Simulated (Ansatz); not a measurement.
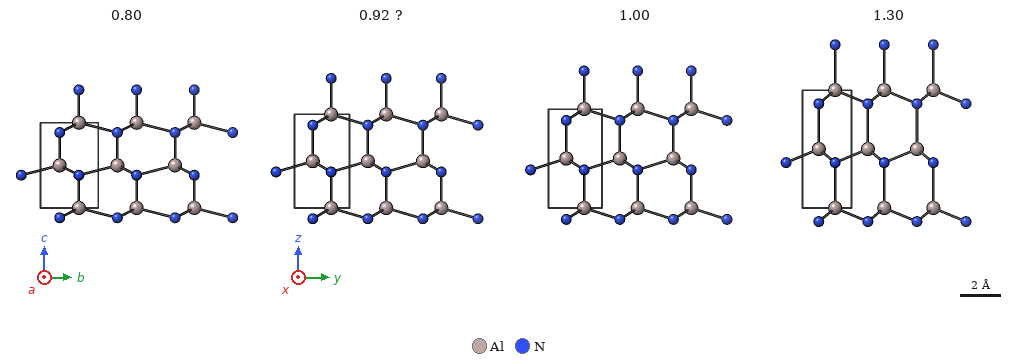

Energy scan for crystalline AlN (P6_3mc), in which the ratio of the cell's length along z to its lengths across, counted as 1 for the reference, is changed at fixed volume (a c/a path), with the atoms kept at their fractional coordinates. x, y and z are the Cartesian axes of the input. Style: ball-and-stick. Shown: the cell of the calculation, repeated 3 × 3 × 1 with one cell outlined, along the a axis.

Level of theory: DFT PBE, scalar-relativistic, plane waves, PAW (Ansatz 0.2.0). (plane-wave cutoff 420 eV; k-point mesh 9 × 9 × 6; occupations gaussian; smearing width 0.05 eV; no spin polarisation). Energies (free energies at the smearing named) are counted from the cell as listed in its source, which wasn't relaxed.

```json
{"axial ratio over its reference value": "0.80", "ΔE (meV/atom)": "435"}
{"axial ratio over its reference value": "0.85", "ΔE (meV/atom)": "222"}
{"axial ratio over its reference value": "0.92", "ΔE (meV/atom)": "?"}
{"axial ratio over its reference value": "0.96", "ΔE (meV/atom)": "11"}
{"axial ratio over its reference value": "1.00", "ΔE (meV/atom)": "0"}
{"axial ratio over its reference value": "1.05", "ΔE (meV/atom)": "24"}
{"axial ratio over its reference value": "1.10", "ΔE (meV/atom)": "82"}
{"axial ratio over its reference value": "1.20", "ΔE (meV/atom)": "280"}
{"axial ratio over its reference value": "1.30", "ΔE (meV/atom)": "557"}
```

Question: Fill in the missing row.

Answer: A straight line between the two neighbours gives 88 meV/atom. A cubic through the four nearest rows (0.80, 0.85, 0.96, 1.00) gives, with Lagrange weights, (−0.1400)(435) + (0.4655)(222) + (0.9545)(11) + (−0.2800)(0) = 53 meV/atom. The calculation gives 54 meV/atom, so the cubic is 1 meV/atom too low and the straight line 34 meV/atom too high, as the curve bends upwards here.

The whole profile:

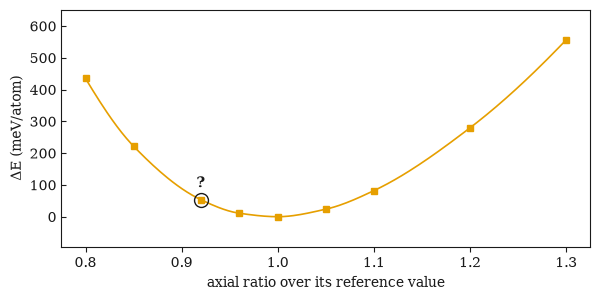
